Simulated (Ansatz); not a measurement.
# CHClFGeN (SMILES N#[C][GeH]([F])[Cl]): r2SCAN/cc-pVDZ

Aim: the energy change on altering one bond length of CHClFGeN at r2SCAN/cc-pVDZ, from 2 runs. 

The results are computed with Ansatz 0.2.0.

154 further runs of the same task are left out: 1 that didn't finish, 153 set aside as unsound or not needed.

## (1) The molecule

The species is CHClFGeN (6 atoms), meant as a singlet with charge 0. As SMILES, `N#[C][GeH]([F])[Cl]`. The coordinates come from a PBE0-D4/def2-TZVP relaxation.

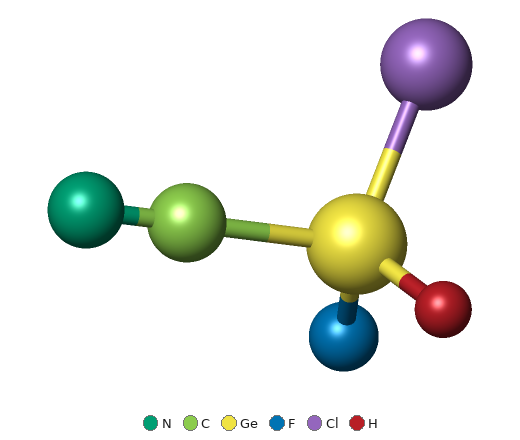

The structure, seen from a chosen angle (nitrogen teal, carbon green, germanium yellow, fluorine blue, chlorine purple, hydrogen red).

## (2) The energy at r2SCAN/cc-pVDZ

Input file molecule.yaml:

```yaml
basis:
  gaussian:
    orbitals: cc-pVDZ
crystal:
  periodic: [false, false, false]
  atoms:
    - {symbol: N, position_ang: [-1.036900, -2.307000, 0.030700]}
    - {symbol: C, position_ang: [-0.544000, -1.267300, 0.040100]}
    - {symbol: Ge, position_ang: [0.237100, 0.477900, 0.107700]}
    - {symbol: F, position_ang: [1.896000, 0.253800, -0.276600]}
    - {symbol: Cl, position_ang: [-0.627600, 1.648100, -1.423900]}
    - {symbol: H, position_ang: [0.117300, 1.130400, 1.475800]}
hamiltonian:
  xc: r2scan
accuracy: high
output: {orbitals: {seedname: orbitals}}
```

Run with:

```bash
$ ansatz run molecule.yaml --threads 1 --pin off --max-ram 3480MiB --events-out events.jsonl --progress --plain --runs-dir runs
```

Standard output:

```text
Warning: RAYON_NUM_THREADS=1 ignored (pool sized by the plan → 1); use --threads N
Functional definition: r2SCAN
  name "r2SCAN"
  parameter k0 = 0.174
  parameter k1 = 0.065
  parameter a1 = 4.9479
  exchange = r2scan_x(k0 = k0, k1 = k1, a1 = a1)
  correlation = r2scan_c
2015 factors; integrals over basis functions are off by at most 4.4e-9 eV
mean field evaluation 1: about -74293.2913 eV, gradient 4.8e1 eV
mean field evaluation 2: about -74272.5759 eV, gradient 1.1e2 eV
mean field evaluation 4: about -74298.0123 eV, gradient 9.1e0 eV
mean field evaluation 8: about -74298.1687 eV, gradient 7.6e-1 eV
mean field evaluation 16: about -74298.1703 eV, gradient 1.0e-4 eV
mean field -74298.17029421 eV, -2730.4073972037 hartree, gradient 3.5e-8 eV, S^2 0.000000; 0 other end points of the search recorded, 0 dependent functions left out
reference -74298.17029482 eV, -2730.4073972260 hartree; 36, 36 occupied and 56, 56 virtual orbitals, 2015 factors
Total energy: -74298.17029482 eV, -2730.4073972260 hartree
```

It took 21 s on 1 thread of Arm Neoverse V1, shared host; peak memory 0.29 GiB.

## (3) The distorted shape at the same level

Input file input.yaml:

```yaml
crystal:
  periodic: [false, false, false]
  atoms:
    - {symbol: "N", position_ang: [-2.363995, -2.127723, 0.338134]}
    - {symbol: C, position_ang: [-1.871095, -1.088023, 0.347534]}
    - {symbol: Ge, position_ang: [-1.089995, 0.657177, 0.415134]}
    - {symbol: F, position_ang: [1.896000, 0.253800, -0.276600]}
    - {symbol: Cl, position_ang: [-1.954695, 1.827377, -1.116466]}
    - {symbol: H, position_ang: [-1.209795, 1.309677, 1.783234]}
basis:
  gaussian: {orbitals: cc-pVDZ}
hamiltonian: {xc: {name: r2SCAN}}
accuracy: high
output: {orbitals: {seedname: orbitals}}
```

Run with:

```bash
$ ansatz run input.yaml --threads 1 --pin off --max-ram 3480MiB --events-out events.jsonl --progress --plain --runs-dir runs
```

Standard output, shortened:

```text
Warning: RAYON_NUM_THREADS=1 ignored (pool sized by the plan → 1); use --threads N
[... 7 set-up lines as earlier in the session ...]
1950 factors; integrals over basis functions are off by at most 8.4e-9 eV
mean field evaluation 1: about -74283.2891 eV, gradient 6.4e1 eV
mean field evaluation 2: about -73930.9289 eV, gradient 2.0e2 eV
mean field evaluation 4: about -74288.2982 eV, gradient 3.9e1 eV
mean field evaluation 8: about -74288.2964 eV, gradient 3.9e1 eV
mean field evaluation 16: about -74293.5727 eV, gradient 3.1e-8 eV
mean field -74293.57272268 eV, -2730.2384395662 hartree, gradient 2.7e-8 eV, S^2 0.000000; 0 other end points of the search recorded, 0 dependent functions left out
reference -74293.57272328 eV, -2730.2384395883 hartree; 36, 36 occupied and 56, 56 virtual orbitals, 1950 factors
Total energy: -74293.57272328 eV, -2730.2384395883 hartree
```

It took 23 s on 1 thread of Arm Neoverse V1, shared host; peak memory 0.28 GiB.

## (4) Results

At r2SCAN/cc-pVDZ:

```
                                                          quantity           value
                                         first shape: total energy  -2730.40740 Eh
                                          first shape: HOMO energy        -8.84 eV
                                          first shape: LUMO energy        -2.09 eV
                                        first shape: HOMO–LUMO gap         6.75 eV
                                     distorted shape: total energy  -2730.23844 Eh
                                      distorted shape: HOMO energy        -6.59 eV
                                      distorted shape: LUMO energy        -5.93 eV
                                    distorted shape: HOMO–LUMO gap         0.67 eV
energy change with the Ge3–F4 bond stretched from 1.718 to 3.092 Å        4.598 eV
```

**Reading.** One bond (distorted shape) is far stretched, which a spin-restricted single reference describes badly; a broken-symmetry solution may lie lower. With the Ge3–F4 bond stretched from 1.718 to 3.092 Å the energy rises by 4.60 eV (106 kcal/mol). The first shape isn't relaxed at this level, so the change isn't measured from a minimum. A restricted reference can't describe the breaking bond well at this length.
